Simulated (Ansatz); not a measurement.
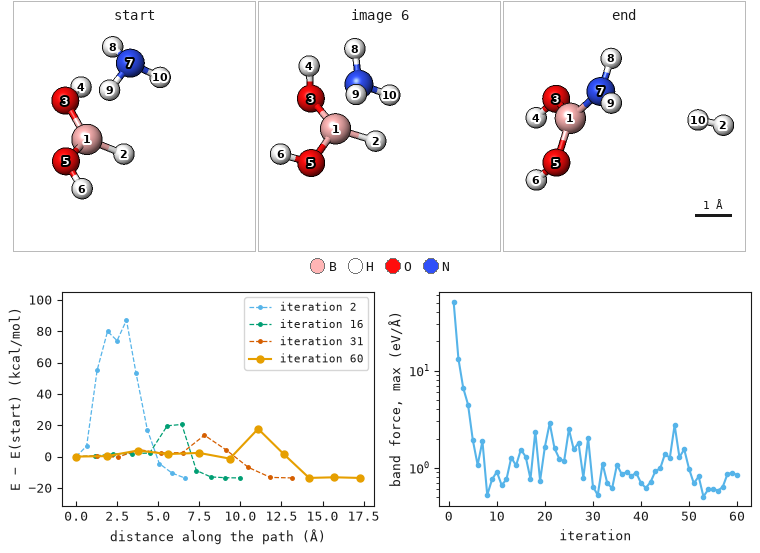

A nudged-elastic-band calculation for BNH$_{6}$O$_{2}$, made up at the start of BH$_{3}$O$_{2}$ and NH₃. Images are numbered from 0 (start) to 10 (end). The plot follows the band through its iterations. The picture is a ball-and-stick view, seen from a free direction.

Method: Ansatz, RHF/def2-SVP. Settings: 9 movable images; climbing image; force threshold 0.05 eV/Å; iteration limit 60; starting path through a guess of the saddle point.

**Judge this run.**

The result isn't final. The band hadn't converged when the run stopped after 60 iterations. The largest component of the band force went from 51 to 0.84 eV/Å. The barrier read from it is provisional: over the last two iterations the highest image moved from 30.4 kcal/mol to 17.7 kcal/mol. The first iteration put the highest image at 216.8 kcal/mol. Relative to the start the highest point is image 6 at +17.7 kcal/mol and the end lies at −13.6 kcal/mol, but the profile dips to −1.3 kcal/mol at image 5 on the way, so there may be more than one step; on an unconverged band the side maxima are provisional.

Limits of the set-up: the start holds two separate molecules, 2.9 Å apart at their closest, whose relative position is a soft coordinate and is computed without a dispersion correction; Hartree-Fock leaves out electron correlation.

Cost: 4.4 min on 1 thread of AMD EPYC 9R45 96-Core Processor (Zen 5), with other jobs on the host, peak memory 0.17 GiB.
